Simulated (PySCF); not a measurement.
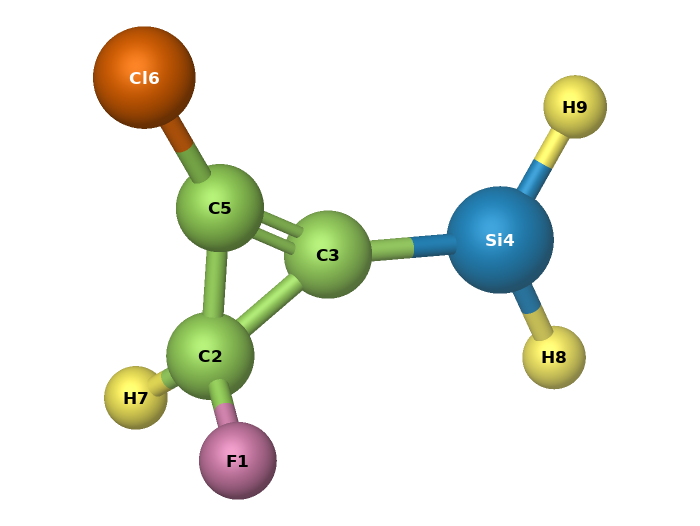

State: neutral, doublet. The computed structure is the end point of a GFN2-xTB optimisation. No frequency run is at hand to confirm it as a minimum. Computed with UKS B3LYP, pcH-1 on C Cl F H Si, non-relativistic (PySCF 2.14.0). Fermi-contact and spin-dipolar terms alone, no spin-orbit part.

Question. Which nucleus has the largest dipolar (anisotropic) hyperfine coupling?

Answer. 29Si at Si4: principal values −170.5, 84.9, 85.6 MHz.

List the isotropic and dipolar parts for the most strongly coupled nuclei, one of each equivalent set.

```json
{"atom": "Si4", "isotope": "29Si", "a_iso (MHz)": "−143.1", "dipolar part (MHz)": "−170.5, 84.9, 85.6"}
{"atom": "C5", "isotope": "13C", "a_iso (MHz)": "40.8", "dipolar part (MHz)": "−27.2, −25.1, 52.3"}
{"atom": "F1", "isotope": "19F", "a_iso (MHz)": "32.5", "dipolar part (MHz)": "−25.7, −16.4, 42.1"}
{"atom": "C3", "isotope": "13C", "a_iso (MHz)": "−36.8", "dipolar part (MHz)": "−17.2, 6.3, 11.0"}
{"atom": "Cl6", "isotope": "35Cl", "a_iso (MHz)": "3.4", "dipolar part (MHz)": "−10.2, −6.6, 16.8"}
{"atom": "H8", "isotope": "1H", "a_iso (MHz)": "−46.1", "dipolar part (MHz)": "−11.3, 4.0, 7.3"}
{"atom": "H9", "isotope": "1H", "a_iso (MHz)": "−44.7", "dipolar part (MHz)": "−11.0, 3.9, 7.1"}
{"atom": "H7", "isotope": "1H", "a_iso (MHz)": "10.3", "dipolar part (MHz)": "−1.3, −0.7, 2.0"}
```

The geometry is semi-empirical. Around Si such bond lengths and angles can be off by a tenth of an ångström or more and by several degrees, and values that hang on the shape move with them.
